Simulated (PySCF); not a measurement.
Consider C2H6FPSi2.

The calculation's input:

```
{"job": {"kind": "nmr", "xc": "PBE0", "basis": "pcSseg-1"}, "charge": 0, "multiplicity": 1}
C     -2.195425    -1.548131     0.553511
C     -1.760410    -0.433073     0.437956
Si    -1.017345     1.243458     0.183862
F     -0.601248     1.775055     1.649538
P      0.841646     1.273333    -1.050200
Si     2.049584    -0.382468    -0.156313
H     -2.591077    -2.515512     0.677000
H     -2.013077     2.190508    -0.299648
H      0.300356     0.529313    -2.080787
H      2.726131     0.186743     1.006159
H      1.251355    -1.545128     0.241112
H      3.010708    -0.774784    -1.188218
```

Run with:

```sh
OMP_NUM_THREADS=1 python probes_run.py task.json out
```

Geometry: GFN2-xTB.

These are results of PBE0/pcSseg-1, SCF density, gas phase, non-relativistic (PySCF 2.14.0), not measurements.

**What can the converged electron density and electron localisation function tell about the bonding?**

C–C (1.20 Å): the density is about 2.8 e/Å³ at the midpoint; the ELF peaks at about 0.85 between the atoms (a multiple bond).
C–Si (1.85 Å): ρ is about 0.94 e/Å³ halfway; the ELF peaks at about 0.95 between the atoms (a shared electron pair).
Si–P (2.23 Å): the density is about 0.77 e/Å³ at the midpoint; the ELF peaks at about 0.95 between the atoms, as expected for a covalent bond.
C–H (1.05 Å): ρ is about 2.2 e/Å³ halfway; the ELF climbs to about 1 towards the hydrogen, as it does in any bond to H; a covalent bond by its length.

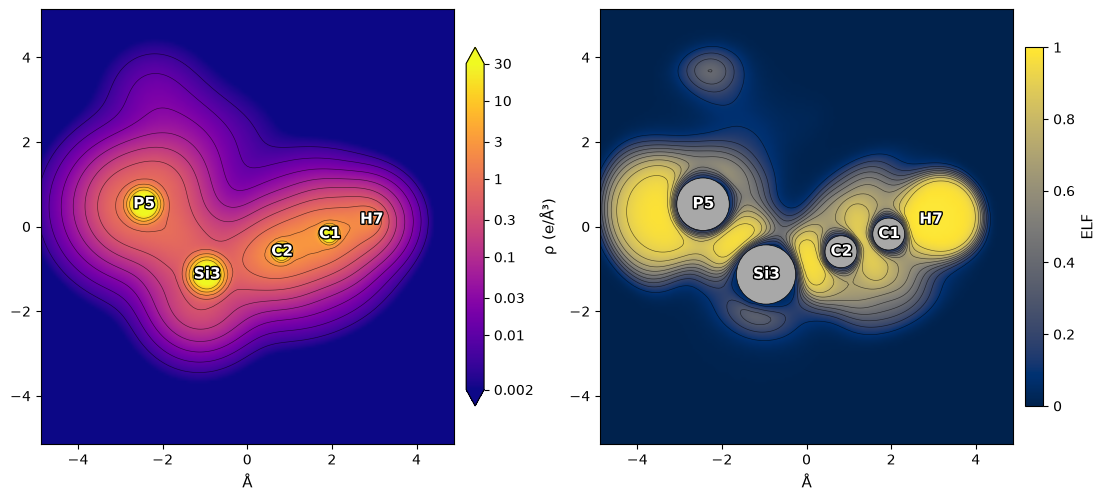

Computed electron density and electron localisation function on the plane of atoms C2, Si3 and P5, in this order. Grey discs cover the atomic cores in the ELF map. 
